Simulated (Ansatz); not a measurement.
**CHB (singlet): trial inputs and their diagnosis at scale of all distances = 1.325**

4 inputs are run for CHB (singlet) as typed; the log has to tell whether the result can be used and what must change.

Program: Ansatz 0.2.0, Gaussian basis. Level of theory: the settings change from run to run. These are calculated values, not measurements.

18 further runs of the same task are left out: 2 for a mislabelled method, 1 for a known fault of the program, 14 that didn't finish, 1 set aside as unsound or not needed.

## (1) What is computed

The geometry derives from a PBE0/def2-TZVP stationary point (not a proven minimum). All distances are scaled together.

3 atoms, charge 0, spin multiplicity 1.

Atoms are counted from 1 here; the program's logs count them from 0.

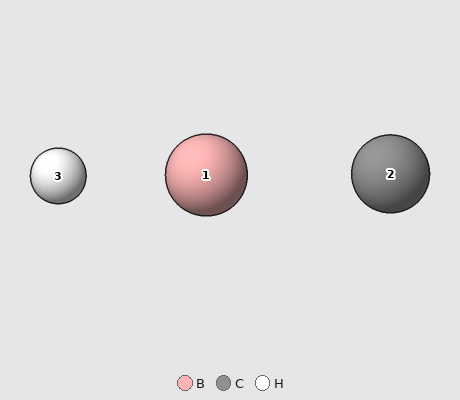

The structure; boron pink, carbon grey, hydrogen white; atoms are numbered from 1 in the order of the file.

## (2) Input 1

Input file in.yaml:

```yaml
crystal:
  periodic: [false, false, false]
  atoms:
    - {symbol: B, position_ang: [0.000000, 0.000000, 0.126768]}
    - {symbol: C, position_ang: [0.000000, 0.000000, -1.813240]}
    - {symbol: H, position_ang: [0.000000, 0.000000, 1.686473]}
basis:
  gaussian: {orbitals: 6-31G}
correlation: {active_space: {window: {electrons: 2, orbitals: 2}, fixed_orbitals: true, states: [{multiplicity: 1, weights: [0.5, 1, 1, 0.5]}]}}
```

Run with:

```console
$ ansatz run in.yaml --threads 1 --pin off --events-out ev --progress --plain --max-ram 2393MiB
```

Log:

```text
Functional definition: HF
  name "HF"
  cite "Fock, Z. Phys. 61, 126 (1930) doi:10.1007/BF01340294"
  parent pbe
  exchange = exact_x
  correlation = 0
445 factors; integrals over basis functions are off by at most 1.6e-7 eV
mean field evaluation 1: about -1706.5879 eV, gradient 1.1e1 eV
mean field evaluation 2: about -1706.5884 eV, gradient 1.1e1 eV
mean field evaluation 4: about -1707.2650 eV, gradient 2.3e0 eV
mean field evaluation 8: about -1707.2968 eV, gradient 8.6e-4 eV
mean field evaluation 16: about -1706.5076 eV, gradient 1.2e1 eV
mean field evaluation 32: about -1701.2147 eV, gradient 1.6e-5 eV
mean field evaluation 64: about -1707.2765 eV, gradient 1.7e0 eV
mean field -1707.29681175 eV, -62.7420005845 hartree, gradient 2.3e-6 eV, S^2 0.000000; 7 other end points of the search recorded, 0 dependent functions left out
reference -1707.29681175 eV, -62.7420005845 hartree; 6, 6 occupied and 14, 14 virtual orbitals, 445 factors
Error: 4 states are sought, and the space of determinants holds 3 states of this symmetry and spin
```

Wall time 0.18 s (1 thread of Arm Neoverse V1, shared host).

Diagnosis: The run stopped with an error. It says: «4 states are sought, and the space of determinants holds 3 states of this symmetry and spin». Cure: ask for fewer states or enlarge the space.

## (3) Input 2

Input file in.yaml:

```yaml
crystal:
  periodic: [false, false, false]
  atoms:
    - {symbol: B, position_ang: [0.000000, 0.000000, 0.126768]}
    - {symbol: C, position_ang: [0.000000, 0.000000, -1.813240]}
    - {symbol: H, position_ang: [0.000000, 0.000000, 1.686473]}
basis:
  gaussian: {orbitals: cc-pVTZ, point_charges: [{charge: -1.00, position_ang: [3.024, -0.464, -0.586]}]}
magnetization: {spin_polarized: false}
correlation: {method: ccsd_t, frozen_orbitals: {B: 9}}
```

Same command.

Log:

```text
Functional definition: HF
  name "HF"
  cite "Fock, Z. Phys. 61, 126 (1930) doi:10.1007/BF01340294"
  parent pbe
  exchange = exact_x
  correlation = 0
Error: "frozen_orbitals" has no count for C
```

Run time: 0.03 s. Hardware: 1 thread of Arm Neoverse V1, shared host.

What is wrong: The run was refused. The frozen-orbital counts are incomplete or too large. To mend it, leave frozen_orbitals out, or give each element a count that its core has.

## (4) Input 3

Input file in.yaml:

```yaml
crystal:
  periodic: [false, false, false]
  atoms:
    - {symbol: B, position_ang: [0.000000, 0.000000, 0.126768]}
    - {symbol: C, position_ang: [0.000000, 0.000000, -1.813240]}
    - {symbol: H, position_ang: [0.000000, 0.000000, 1.686473]}
basis:
  gaussian: {orbitals: 6-31G}
correlation: {active_space: {window: {electrons: 2, orbitals: 2}, states: [{multiplicity: 1, weights: [1, 1]}], root: 2}}
```

Launched as before.

Log:

```text
Error: the active space averages no state 2, counted from zero
```

Run time: 0.03 s. Hardware: 1 thread of Arm Neoverse V1, shared host.

**Diagnosis.** The run was refused. The root asked for lies beyond the states averaged. Fix: average more states or name a lower root.

## (5) Input 4

Input file in.yaml:

```yaml
crystal:
  periodic: [false, false, false]
  atoms:
    - {symbol: B, position_ang: [0.000000, 0.000000, 0.126768]}
    - {symbol: C, position_ang: [0.000000, 0.000000, -1.813240]}
    - {symbol: H, position_ang: [0.000000, 0.000000, 1.686473]}
basis:
  gaussian: {orbitals: aug-cc-pVTZ}
magnetization: {spin_polarized: false}
correlation: {method: ccsdtq, electrons: all}
output: {forces: true}
```

Same command.

Log:

```text
Functional definition: HF
  name "HF"
  cite "Fock, Z. Phys. 61, 126 (1930) doi:10.1007/BF01340294"
  parent pbe
  exchange = exact_x
  correlation = 0
1315 factors; integrals over basis functions are off by at most 2.2e-7 eV
mean field evaluation 1: about -1707.5697 eV, gradient 1.1e1 eV
mean field evaluation 2: about -1707.5699 eV, gradient 1.1e1 eV
mean field evaluation 4: about -1708.3138 eV, gradient 2.9e0 eV
mean field evaluation 8: about -1708.3584 eV, gradient 1.8e-1 eV
mean field evaluation 16: about -1708.3568 eV, gradient 3.9e-1 eV
mean field evaluation 32: about -1702.3360 eV, gradient 7.3e-1 eV
mean field evaluation 64: about -1708.3595 eV, gradient 5.6e-4 eV
mean field -1708.35949529 eV, -62.7810534841 hartree, gradient 6.9e-6 eV, S^2 0.000000; 4 other end points of the search recorded, 0 dependent functions left out; unrestricted orbitals would lower it
mean field evaluation 96: about -1709.3089 eV, gradient 1.7e0 eV
mean field evaluation 128: about -1708.4220 eV, gradient 5.8e-1 eV
mean field evaluation 160: about -1708.3416 eV, gradient 1.8e0 eV
mean field evaluation 192: about -1709.3480 eV, gradient 2.4e-1 eV
mean field evaluation 224: about -1709.5363 eV, gradient 9.3e-1 eV
mean field evaluation 256: about -1709.6177 eV, gradient 2.8e-1 eV
mean field evaluation 288: about -1708.3595 eV, gradient 1.1e-4 eV
unrestricted determinant -1709.61969151 eV, -62.8273648413 hartree, S^2 1.1121
reference -1708.35949529 eV, -62.7810534841 hartree; 6, 6 occupied and 109, 109 virtual orbitals, 1315 factors
Error: the run needs more than the 2.33 GiB of memory given, because the steps of its equations don't fit beside its arrays
refused for memory
```

Wall time 19 s (1 thread of Arm Neoverse V1, shared host); peak memory 0.76 GiB.

**Diagnosis.** The run was refused for memory. The method is too large for the memory allowed. Cure: freeze cores, shrink the basis or take a lower level.

## (6) How the runs ended

```csv
input,level,ended,cause,time
1,"CASCI(2,2)/6-31G",stopped by an error,"4 states are sought, and the space of determinants holds 3 states of this symmetry and spin",0.18 s
2,CCSD(T) on RHF/cc-pVTZ,refused,the frozen-orbital counts are incomplete or too large,0.03 s
3,"CASSCF(2,2)/6-31G",refused,the root asked for lies beyond the states averaged,0.03 s
4,CCSDTQ on RHF/aug-cc-pVTZ,out of memory,the method is too large for the memory allowed,19 s
```

1 stopped by an error, 2 refused, 1 out of memory.
